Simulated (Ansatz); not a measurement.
**SiH2S2 (SMILES S[Si]S): levels of theory compared**

We compute a comparison of 3 runs (B3LYP/6-31G*, PBE0/def2-SVP, CCSD(T)/def2-SVPD) of SiH2S2. 

Program for the calculation: Ansatz 0.2.0.

1 further run of the same task is left out (it didn't finish).

**1. The structure to begin with**

The species is SiH2S2 (5 atoms), meant as a singlet with charge 0. SMILES: `S[Si]S`. Geometry: relaxed at PBE0-D4/def2-TZVP. This is one conformer, not always the lowest.

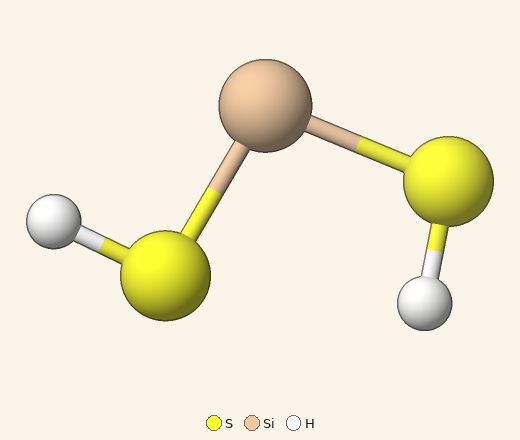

The structure, seen from a chosen angle (sulfur yellow, silicon light orange, hydrogen white).

**2. Energy and gradient at B3LYP/6-31G(d) (spherical functions) (run 1)**

Contents of job.yaml:

```yaml
crystal:
  periodic: [false, false, false]
  atoms:
    - symbol: S
      position_ang: [-0.640700, -1.023800, -0.541200]
    - symbol: Si
      position_ang: [-0.655200, 0.968900, 0.237800]
    - symbol: S
      position_ang: [1.426500, 1.117300, 0.734200]
    - symbol: H
      position_ang: [-1.954700, -1.042200, -0.825100]
    - symbol: H
      position_ang: [1.874100, -0.093900, 0.352900]
basis:
  gaussian:
    orbitals: 6-31Gs-spherical.json
hamiltonian:
  xc: {name: B3LYP}
accuracy: high
output: {forces: true, orbitals: {seedname: orbitals}}
```

The basis set 6-31G* is read from a file made from the Basis Set Exchange's data (not shown).

The run is started by

```bash
$ ansatz run job.yaml --threads 1 --pin off --max-ram 2610MiB --events-out events.jsonl --progress --plain --runs-dir runs
```

Output:

```text
Warning: RAYON_NUM_THREADS=1 ignored (pool sized by the plan → 1); use --threads N
Functional definition: B3LYP
  name "B3LYP"
  parameter a0 = 0.2
  parameter ax = 0.72
  parameter ac = 0.81
  exchange = (1 - a0 - ax)*slater_x + ax*b88_x + a0*exact_x
  correlation = (1 - ac)*vwn_rpa_c + ac*lyp_c
1185 factors; integrals over basis functions are off by at most 3.3e-9 eV
mean field evaluation 1: about -29580.2087 eV, gradient 1.7e1 eV
mean field evaluation 2: about -29579.6819 eV, gradient 2.2e1 eV
mean field evaluation 4: about -29581.2284 eV, gradient 5.3e-1 eV
mean field evaluation 8: about -29581.3461 eV, gradient 7.5e-2 eV
mean field evaluation 16: about -29581.3461 eV, gradient 6.2e-6 eV
mean field -29581.34612235 eV, -1087.0944190396 hartree, gradient 5.0e-9 eV, S^2 0.000000; 0 other end points of the search recorded, 0 dependent functions left out
the calculation of the forces begins
reference -29581.34615558 eV, -1087.0944202611 hartree; 24, 24 occupied and 34, 34 virtual orbitals, 1185 factors
Total energy: -29581.34615558 eV, -1087.0944202611 hartree
Atom 0 at    -0.640700    -1.023800    -0.541200 Å, force     0.018812    -0.433130    -0.166083 eV/Å
Atom 1 at    -0.655200     0.968900     0.237800 Å, force    -0.358920     0.482582     0.113885 eV/Å
Atom 2 at     1.426500     1.117300     0.734200 Å, force     0.340978     0.219554     0.157905 eV/Å
Atom 3 at    -1.954700    -1.042200    -0.825100 Å, force    -0.176671    -0.107398    -0.079316 eV/Å
Atom 4 at     1.874100    -0.093900     0.352900 Å, force     0.175800    -0.161607    -0.026390 eV/Å
Dipole moment:    -0.201111    -0.154599    -0.103048 e Å
```

It took 4.8 s on 1 thread of Intel Xeon Platinum 8488C (Sapphire Rapids), shared host.

**3. Energy and forces at PBE0/def2-SVP (run 2)**

Contents of in.yaml:

```yaml
basis:
  gaussian:
    orbitals: def2-SVP
crystal:
  periodic: [false, false, false]
  atoms:
    - {symbol: S, position_ang: [-0.640700, -1.023800, -0.541200]}
    - {symbol: Si, position_ang: [-0.655200, 0.968900, 0.237800]}
    - {symbol: S, position_ang: [1.426500, 1.117300, 0.734200]}
    - {symbol: H, position_ang: [-1.954700, -1.042200, -0.825100]}
    - {symbol: H, position_ang: [1.874100, -0.093900, 0.352900]}
magnetization:
  spin_polarized: false
hamiltonian:
  xc: {name: PBE0}
accuracy: high
output: {forces: true, orbitals: {seedname: orbitals}}
```

The run is started by

```bash
$ ansatz run in.yaml --threads 1 --pin off --max-ram 2610MiB --events-out events.jsonl --progress --plain --runs-dir runs
```

Output, cut to the lines that bear on the results:

```text
Warning: RAYON_NUM_THREADS=1 ignored (pool sized by the plan → 1); use --threads N
Functional definition: PBE0
  name "PBE0"
[...]
1241 factors; integrals over basis functions are off by at most 3.4e-9 eV
[...]
mean field -29561.54526226 eV, -1086.3667508530 hartree, gradient 4.0e-8 eV, S^2 0.000000; 0 other end points of the search recorded, 0 dependent functions left out
[...]
reference -29561.54526424 eV, -1086.3667509259 hartree; 24, 24 occupied and 40, 40 virtual orbitals, 1241 factors
Total energy: -29561.54526424 eV, -1086.3667509259 hartree
Atom 0 at    -0.640700    -1.023800    -0.541200 Å, force     0.186274    -0.191786    -0.036117 eV/Å
Atom 1 at    -0.655200     0.968900     0.237800 Å, force    -0.145416     0.223286     0.057053 eV/Å
Atom 2 at     1.426500     1.117300     0.734200 Å, force     0.075820     0.210749     0.098645 eV/Å
Atom 3 at    -1.954700    -1.042200    -0.825100 Å, force    -0.209872    -0.036533    -0.058494 eV/Å
Atom 4 at     1.874100    -0.093900     0.352900 Å, force     0.093195    -0.205717    -0.061087 eV/Å
Dipole moment:    -0.155659    -0.198392    -0.110668 e Å
```

Run time: 4.5 s. Hardware: 1 thread of Intel Xeon Platinum 8488C (Sapphire Rapids), shared host.

**4. Energy and forces at CCSD(T)/def2-SVPD (run 3)**

Changes to in.yaml since step 3:

```diff
@@ -1,4 +1 @@
-basis:
-  gaussian:
-    orbitals: def2-SVP
 crystal:
@@ -11,7 +8,7 @@
     - {symbol: H, position_ang: [1.874100, -0.093900, 0.352900]}
-magnetization:
-  spin_polarized: false
-hamiltonian:
-  xc: {name: PBE0}
+basis:
+  gaussian: {orbitals: def2-SVPD}
+correlation: {method: ccsd_t, frozen_orbitals: {H: 0, S: 5, Si: 5}}
 accuracy: high
+scf: {omitted_lower_state_checks: [cluster_reference, increment]}
 output: {forces: true, orbitals: {seedname: orbitals}}
```

The run is started by

```bash
$ ansatz run in.yaml --threads 1 --pin off --max-ram 2610MiB --events-out events.jsonl --progress --plain --runs-dir runs
```

Output:

```text
Warning: RAYON_NUM_THREADS=1 ignored (pool sized by the plan → 1); use --threads N
[... 11 lines left out ...]
15 core orbitals not correlated: weight in the atoms' cores, before any rotation towards them, 1.000 or more for the frozen orbitals, at most 0.000 for the correlated occupied ones
[... 26 lines left out ...]
Total energy: -29532.17682313 eV, -1085.2874806216 hartree
[... 5 lines left out ...]
Dipole moment:    -0.146283    -0.130055    -0.081864 e Å
Checks for a lower state left out: cluster_reference, increment
```

Wall time 48 s (1 thread of Intel Xeon Platinum 8488C (Sapphire Rapids), shared host); peak memory 0.71 GiB.

**5. All runs side by side**

| run | level | frozen core orbitals | energy (Eh) | dipole moment (D) | HOMO energy (eV) | LUMO energy (eV) | wall time |
| --- | --- | --- | --- | --- | --- | --- | --- |
| 1 | B3LYP/6-31G* (spherical functions) | – | -1087.094420 | 1.32 | -6.95 | -2.36 | 4.8 s |
| 2 | PBE0/def2-SVP | – | -1086.366751 | 1.32 | -7.06 | -2.10 | 4.5 s |
| 3 | CCSD(T)/def2-SVPD | 15 | -1085.287481 | 1.02 | -9.50 | 0.86 | 48 s |

**6. Results**

| quantity | value |
| --- | --- |
| run 3: total energy | -1085.28748 Eh |
| run 3: dipole moment (correlated density) | 1.02 D |
| run 3: HOMO energy (Hartree–Fock orbitals) | -9.50 eV |
| run 3: LUMO energy (Hartree–Fock orbitals) | 0.86 eV |
| run 3: HOMO–LUMO gap (Hartree–Fock orbitals) | 10.35 eV |
| run 3: correlation energy (15 core orbitals frozen) | -428.1 mEh |
| run 3: (T) correction | -16.65 mEh |
| run 3: T1 diagnostic | 0.016 |
| run 3: largest force on an atom | 0.683 eV/Å |

What this shows: The dipole moment (its size) runs from 1.02 D (CCSD(T)/def2-SVPD) to 1.32 D (PBE0/def2-SVP). The two ends differ in method and basis. Totals of different functionals can't be ranked against each other. All runs together took 57 s, the longest 48 s.
